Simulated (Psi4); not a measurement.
# doublet [SiH2F2]−: levels of theory compared

Aim: a comparison of 4 runs (U-r2SCAN/aug-cc-pVDZ, U-revPBE/aug-cc-pVDZ, UBLYP/aug-cc-pVDZ, UPBE/aug-cc-pVDZ) of doublet [SiH2F2]−. 

The results are computed with Psi4 1.11.

## Step 1: Starting point

[SiH2F2]−: 5 atoms, total charge -1, spin state doublet. As SMILES of the parent species, `F[SiH2]F`. Geometry: relaxed at PBE0-D4/def2-TZVP. That shape belongs to the parent species and isn't relaxed for this state.

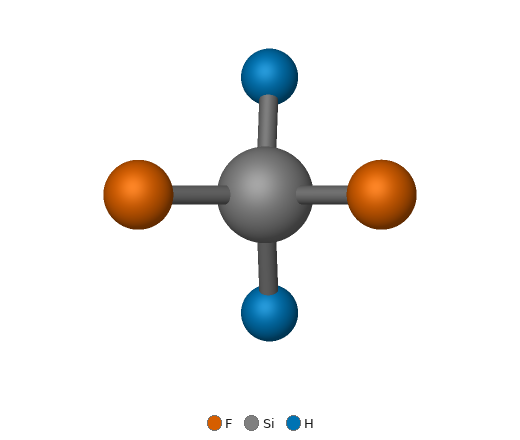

The structure, seen from a chosen angle (fluorine orange, silicon grey, hydrogen blue).

## Step 2: Energy and forces at U-r2SCAN/aug-cc-pVDZ (run 1)

f2h2si.xyz reads:

```xyz
5
F2H2Si
F     -1.079010     0.538200     0.980720
Si    -0.005220    -0.000540    -0.054090
F      1.247630    -0.520590     0.766910
H     -0.590470    -1.138740    -0.786300
H      0.427070     1.121680    -0.907250
```

run.py reads:

```python
import psi4

psi4.set_memory(2200000000)
psi4.set_num_threads(1)
psi4.core.set_output_file('f2h2si.out', False)

with open('f2h2si.xyz') as f:
    atoms = ''.join(f.readlines()[2:])
molecule = psi4.geometry('-1 2\n' + atoms + 'symmetry c1\nno_reorient\nno_com')

psi4.set_options({
    'basis': 'aug-cc-pVDZ',
    'reference': 'uks',
    'puream': True,
    'e_convergence': 1e-09,
    'd_convergence': 1e-08,
    'scf_type': 'pk',
    'dft_radial_points': 99,
    'dft_spherical_points': 590,
    'maxiter': 100,
})

E, wfn = psi4.gradient('R2SCAN', molecule=molecule, return_wfn=True)
psi4.oeprop(wfn, 'QUADRUPOLE', 'MULLIKEN_CHARGES', 'LOWDIN_CHARGES', title='R2SCAN')
print('gradient / Eh bohr^-1')
print(E.np.round(6))
print(f'energy = {wfn.energy():.10f} Eh')
```

Launch:

```sh
$ python run.py
```

f2h2si.out:

```text
[...]
  Running in c1 symmetry.
[...]
  Nuclear repulsion =  118.741930693433218
[...]
  Multiplicity = 2
[...]
  Nalpha       = 18
  Nbeta        = 17
[...]
    Number of basis functions: 91
[...]
   @UKS iter   1:  -490.14147353552249   -1.70130e-01   7.01892e-03 DIIS/ADIIS
[...]
   @UKS iter  14:  -490.36943074872971   -6.53699e-12   4.61804e-09 DIIS
[...]
   @S^2 Observed:                7.503463391E-01
[...]
  @UKS Final Energy:  -490.36943074872971
   => Energetics <=
    Nuclear Repulsion Energy =            118.7419306934332184
    One-Electron Energy =                -921.7252545261217165
    Two-Electron Energy =                 355.2716370109333752
    DFT Exchange-Correlation Energy =     -42.6577439269745824
    Empirical Dispersion Energy =           0.0000000000000000
    VV10 Nonlocal Energy =                  0.0000000000000000
    Total Energy =                       -490.3694307487297124
[...]
  -Total Gradient:
     Atom            X                  Y                   Z
    ------   -----------------  -----------------  -----------------
       1        0.025003983634    -0.012590651740    -0.024946759729
       2        0.003802640739     0.000401151453     0.039452619282
       3       -0.029331153767     0.012135977197    -0.019949676811
       4        0.002488083157     0.005017936839     0.002225973201
       5       -0.002007563136    -0.004969053453     0.002760991332
[...]
 Multipole Moments:
 ------------------------------------------------------------------------------------
     Multipole            Electronic (a.u.)      Nuclear  (a.u.)        Total (a.u.)
 ------------------------------------------------------------------------------------
 L = 1.  Multiply by 2.5417464519 to convert [e a0] to [Debye]
 Dipole X            :         -2.4648090            2.4209281           -0.0438809
 Dipole Y            :         -0.2576066            0.2529776           -0.0046289
 Dipole Z            :        -25.5470607           25.0915189           -0.4555418
 Magnitude           :                                                    0.4576738
 L = 2.  Multiply by 1.3450342976 to convert [e a0^2] to [Debye ang]
 Quadrupole XX       :       -123.9014548           89.3445204          -34.5569343
 Quadrupole XY       :         27.4533308          -35.4270158           -7.9736850
[...]
```

The script printed:

```text
gradient / Eh bohr^-1
[[ 0.025004 -0.012591 -0.024947]
 [ 0.003803  0.000401  0.039453]
 [-0.029331  0.012136 -0.01995 ]
 [ 0.002488  0.005018  0.002226]
 [-0.002008 -0.004969  0.002761]]
energy = -490.3694307487 Eh
```

It took 94 s on 1 thread of Intel Xeon Platinum 8259CL at 2.50GHz (Skylake/Cascade Lake), shared host; peak memory 1.3 GiB.

## Step 3: A single-point energy at U-revPBE/aug-cc-pVDZ (run 2)

f2h2si.xyz is that of step 2.

calc.py reads:

```python
import psi4

psi4.set_memory('2200 MB')
psi4.set_num_threads(1)
psi4.core.set_output_file('run.log', False)

with open('f2h2si.xyz') as f:
    atoms = ''.join(f.readlines()[2:])
molecule = psi4.geometry('-1 2\n' + atoms + 'symmetry c1\nno_reorient\nno_com')

psi4.set_options({
    'reference': 'uks',
    'puream': True,
    'e_convergence': 1e-09,
    'd_convergence': 1e-08,
    'scf_type': 'pk',
    'dft_radial_points': 99,
    'dft_spherical_points': 590,
    'maxiter': 100,
})

e, wfn = psi4.energy("revpbe/aug-cc-pVDZ", molecule=molecule, return_wfn=True)
psi4.oeprop(wfn, "MAYER_INDICES", "LOWDIN_CHARGES", "MULLIKEN_CHARGES")
print(f'revpbe/aug-cc-pVDZ energy: {e:.10f} Eh')
```

Launch:

```sh
$ python calc.py
```

run.log:

```text
[...]
  Running in c1 symmetry.
[...]
  Nuclear repulsion =  118.741930693433218
[...]
  Multiplicity = 2
[...]
  Nalpha       = 18
  Nbeta        = 17
[...]
    Number of basis functions: 91
[...]
   @UKS iter   1:  -490.09131397168198   -1.01422e-01   7.27063e-03 DIIS/ADIIS
[...]
   @UKS iter  14:  -490.34795358861669   -4.83169e-12   3.12639e-09 DIIS
[...]
   @S^2 Observed:                7.500687158E-01
[...]
  @UKS Final Energy:  -490.34795358861669
   => Energetics <=
    Nuclear Repulsion Energy =            118.7419306934332184
    One-Electron Energy =                -921.5217799655281397
    Two-Electron Energy =                 355.0350444760656501
    DFT Exchange-Correlation Energy =     -42.6031487925874401
    Empirical Dispersion Energy =           0.0000000000000000
    VV10 Nonlocal Energy =                  0.0000000000000000
    Total Energy =                       -490.3479535886166900
[...]
 Multipole Moments:
 ------------------------------------------------------------------------------------
     Multipole            Electronic (a.u.)      Nuclear  (a.u.)        Total (a.u.)
 ------------------------------------------------------------------------------------
 L = 1.  Multiply by 2.5417464519 to convert [e a0] to [Debye]
 Dipole X            :         -2.4724147            2.4209281           -0.0514865
 Dipole Y            :         -0.2584021            0.2529776           -0.0054245
 Dipole Z            :        -25.6251922           25.0915189           -0.5336733
 Magnitude           :                                                    0.5361786
[...]
  Mulliken Charges: (a.u.)
   Center  Symbol    Alpha    Beta     Spin     Total
       1     F     4.79626  4.78264  0.01361 -0.57890
       2    SI     4.33858  6.73127 -2.39270  2.93015
       3     F     4.79625  4.78264  0.01361 -0.57889
       4     H     2.03445  0.35173  1.68273 -1.38618
       5     H     2.03446  0.35172  1.68274 -1.38618
   Total alpha = 18.00000, Total beta = 17.00000, Total charge = -1.00000
  Lowdin Charges: (a.u.)
   Center  Symbol    Alpha    Beta     Spin     Total
       1     F     4.65139  4.63618  0.01521 -0.28758
[...]
```

On the terminal:

```text
revpbe/aug-cc-pVDZ energy: -490.3479535886 Eh
```

It took 31 s on 1 thread of Intel Xeon Platinum 8259CL at 2.50GHz (Skylake/Cascade Lake), shared host; peak memory 1.1 GiB.

Run 3 isn't shown in full; the table further down has it.

## Step 4: Energy and forces at UPBE/aug-cc-pVDZ (run 4)

calc.py reads:

```python
import psi4

psi4.set_memory('2200 MB')
psi4.set_num_threads(1)
psi4.set_output_file('output.dat', False)

m = psi4.geometry("""
-1 2
F     -1.079010     0.538200     0.980720
Si    -0.005220    -0.000540    -0.054090
F      1.247630    -0.520590     0.766910
H     -0.590470    -1.138740    -0.786300
H      0.427070     1.121680    -0.907250
symmetry c1
""")

psi4.set_options({
    'basis': 'aug-cc-pVDZ',
    'reference': 'uks',
    'puream': True,
    'e_convergence': 1e-09,
    'd_convergence': 1e-08,
    'scf_type': 'pk',
    'dft_radial_points': 99,
    'dft_spherical_points': 590,
    'maxiter': 100,
})

e, wfn = psi4.gradient("pbe", return_wfn=True)
psi4.oeprop(wfn, "WIBERG_LOWDIN_INDICES", "LOWDIN_CHARGES", "MULLIKEN_CHARGES", title="PBE")
print('gradient / Eh bohr^-1')
print(e.np.round(6))
print(f'energy = {wfn.energy():.10f} Eh')
for k, v in sorted(psi4.core.scalar_variables().items()):
    print(f'{k:45s} {v:18.10f}')
```

Launch:

```sh
$ python calc.py
```

output.dat:

```text
[...]
  Running in c1 symmetry.
[...]
  Nuclear repulsion =  118.741930693433218
[...]
  Multiplicity = 2
[...]
  Nalpha       = 18
  Nbeta        = 17
[...]
    Number of basis functions: 91
[...]
   @UKS iter   1:  -489.87771554377707   -9.06355e-02   7.33554e-03 DIIS/ADIIS
[...]
   @UKS iter  14:  -490.13636193382581   -1.70530e-12   5.75470e-09 DIIS
[...]
   @S^2 Observed:                7.500764287E-01
[...]
  @UKS Final Energy:  -490.13636193382581
   => Energetics <=
    Nuclear Repulsion Energy =            118.7419306934332184
    One-Electron Energy =                -921.5929393424826230
    Two-Electron Energy =                 355.0964440151734607
    DFT Exchange-Correlation Energy =     -42.3817972999498878
    Empirical Dispersion Energy =           0.0000000000000000
    VV10 Nonlocal Energy =                  0.0000000000000000
    Total Energy =                       -490.1363619338258104
[...]
 Multipole Moments:
 ------------------------------------------------------------------------------------
     Multipole            Electronic (a.u.)      Nuclear  (a.u.)        Total (a.u.)
 ------------------------------------------------------------------------------------
 L = 1.  Multiply by 2.5417464519 to convert [e a0] to [Debye]
 Dipole X            :          0.3298763           -0.3127915            0.0170847
 Dipole Y            :          0.0344082           -0.0326621            0.0017462
 Dipole Z            :          3.4187923           -3.2418887            0.1769037
 Magnitude           :                                                    0.1777353
[...]
  -Total Gradient:
     Atom            X                  Y                   Z
    ------   -----------------  -----------------  -----------------
       1        0.033424153538    -0.016758275774    -0.031998236640
       2        0.004633616500     0.000487932738     0.048069030640
       3       -0.038951773787     0.016178232766    -0.025343064959
       4        0.004066747640     0.008088392009     0.004199773208
       5       -0.003173839034    -0.007996393758     0.005061223153
[...]
```

Standard output:

```text
gradient / Eh bohr^-1
[[ 0.033424 -0.016758 -0.031998]
 [ 0.004634  0.000488  0.048069]
 [-0.038952  0.016178 -0.025343]
 [ 0.004067  0.008088  0.0042  ]
 [-0.003174 -0.007996  0.005061]]
energy = -490.1363619338 Eh
CURRENT ENERGY                                   -490.1363619338
CURRENT REFERENCE ENERGY                         -490.1363619338
DD SOLVATION ENERGY                                 0.0000000000
DFT FUNCTIONAL TOTAL ENERGY                      -490.1363619338
DFT TOTAL ENERGY                                 -490.1363619338
DFT VV10 ENERGY                                     0.0000000000
DFT XC ENERGY                                     -42.3817972999
GRID ELECTRONS ALPHA                               18.0000889663
GRID ELECTRONS BETA                                16.9999979237
GRID ELECTRONS TOTAL                               35.0000868900
NUCLEAR REPULSION ENERGY                          118.7419306934
ONE-ELECTRON ENERGY                              -921.5929393425
PCM POLARIZATION ENERGY                             0.0000000000
PE ENERGY                                           0.0000000000
SCF ITERATION ENERGY                             -490.1363619338
SCF ITERATIONS                                     14.0000000000
SCF TOTAL ENERGY                                 -490.1363619338
TWO-ELECTRON ENERGY                               355.0964440152
XC GRID RADIAL POINTS                              99.0000000000
XC GRID SPHERICAL POINTS                          590.0000000000
XC GRID TOTAL POINTS                           283779.0000000000
```

Run time: 45 s. Hardware: 1 thread of Intel Xeon Platinum 8259CL at 2.50GHz (Skylake/Cascade Lake), shared host; peak memory 1.1 GiB.

## Step 5: The series

| run | level | task | energy (Eh) | HOMO energy (eV) | LUMO energy (eV) | ⟨S²⟩ | wall time |
| --- | --- | --- | --- | --- | --- | --- | --- |
| 1 | U-r2SCAN/aug-cc-pVDZ | gradient | -490.369431 | 1.93 | 2.43 | 0.750 | 94 s |
| 2 | U-revPBE/aug-cc-pVDZ | energy | -490.347954 | 1.85 | 2.32 | 0.750 | 31 s |
| 3 | UBLYP/aug-cc-pVDZ | gradient | -490.455480 | 2.05 | 2.46 | 0.750 | 41 s |
| 4 | UPBE/aug-cc-pVDZ | gradient | -490.136362 | 1.87 | 2.28 | 0.750 | 45 s |

## Step 6: Results

```
                                 quantity          value
                      run 4: total energy  -490.13636 Eh
run 4: HOMO energy (highest over α and β)        1.87 eV
 run 4: LUMO energy (lowest over α and β)        2.28 eV
                              run 4: ⟨S²⟩          0.750
          run 4: largest force on an atom     2.531 eV/Å
```

**Reading.** Totals of different functionals can't be ranked against each other. In runs 1, 2, 3, 4 the HOMO lies above zero, so the outermost electron may be held by the basis alone. All runs together took 3.5 min, the longest 94 s.
